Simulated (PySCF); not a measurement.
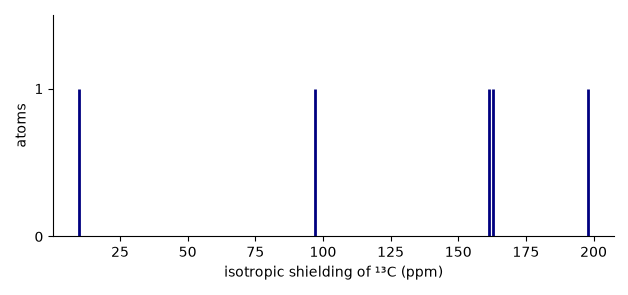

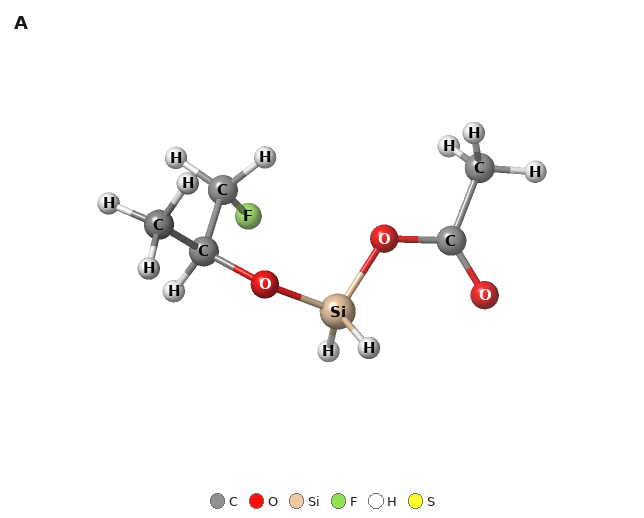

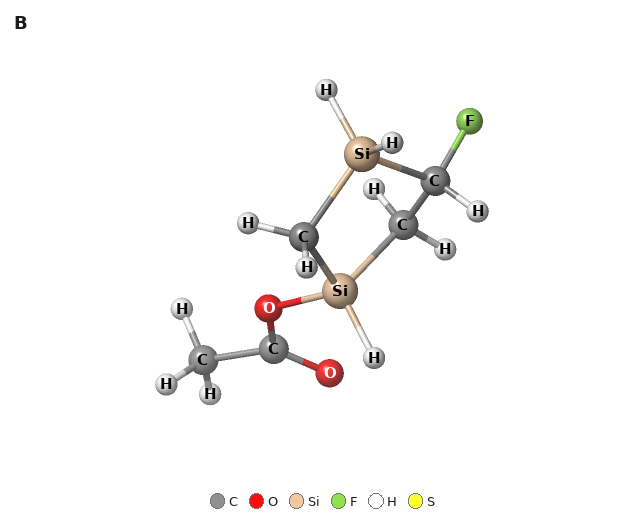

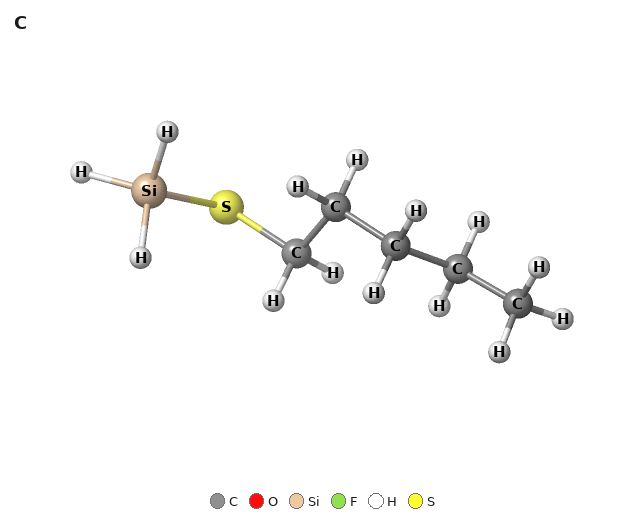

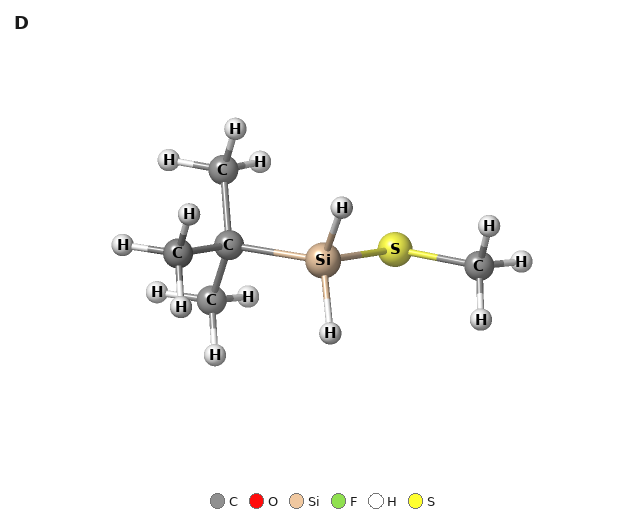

The sticks are computed shieldings of one of the molecules, for one fixed geometry (GFN2-xTB) without averaging over rotations. Low shielding means a high chemical shift. Method: GIAO PBE0/pcSseg-1 NMR shielding, non-relativistic, gas phase (PySCF 2.14.0).

**Match the spectrum to a structure.**

B, `CC(=O)O[Si@@H]1C[SiH2][C@H](F)C1`. Its 5 C atoms give lines at 9.7, 97.0, 161.5, 162.9, 198.1 ppm.

The geometry is semi-empirical. Around Si such bond lengths and angles can be off by a tenth of an ångström or more and by several degrees, and values that hang on the shape move with them.
